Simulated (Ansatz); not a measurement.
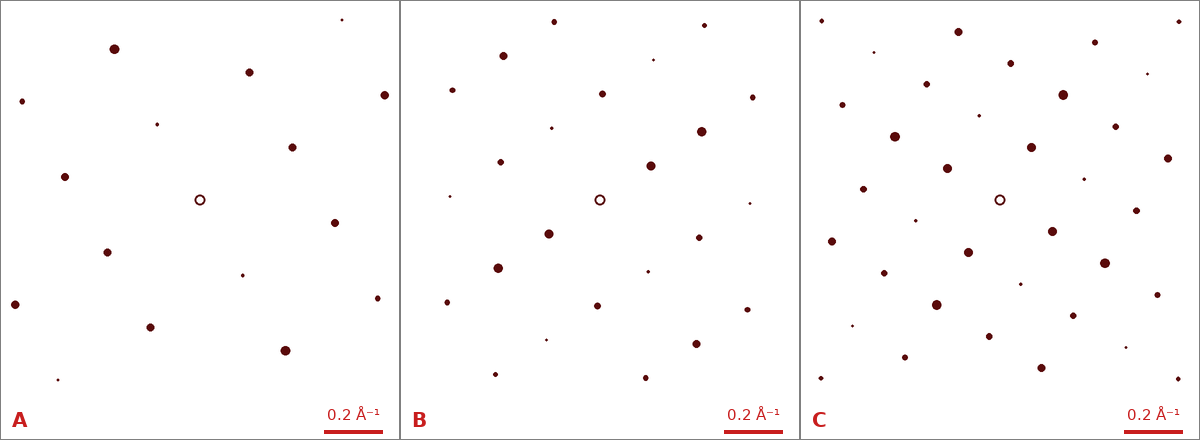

Computed electron diffraction patterns, 200 kV, single scattering only, B = 0.5 Å².

All three come from MnCl₃, space group Pm-3m (No. 221), a = 4.663 Å. Structure: the input geometry of an electronic-structure calculation (not necessarily at equilibrium); the starting structure was generated, so it need not be a known form of this composition.

```
Mn Cl
1.0
     4.66288    0.00000    0.00000
     0.00000    4.66288    0.00000
     0.00000    0.00000    4.66288
Mn Cl
1 3
Direct
  0.00000 0.00000 0.00000
  0.50000 0.00000 0.00000
  0.00000 0.00000 0.50000
  0.00000 0.50000 0.00000
```

Assign the zone axes [001], [110], [211] to A, B and C.

A is [211]: rectangular net of 0 -1 1 (weak) at d = 3.30 Å and -1 1 1 at d = 2.69 Å, at 90.0°. B is [110]: rectangular net of 0 0 1 at d = 4.66 Å and 1 -1 0 (weak) at d = 3.30 Å, at 90.0°. C is [001]: square net of 1 0 0 at d = 4.66 Å and 0 1 0 at d = 4.66 Å, at 90.0°.
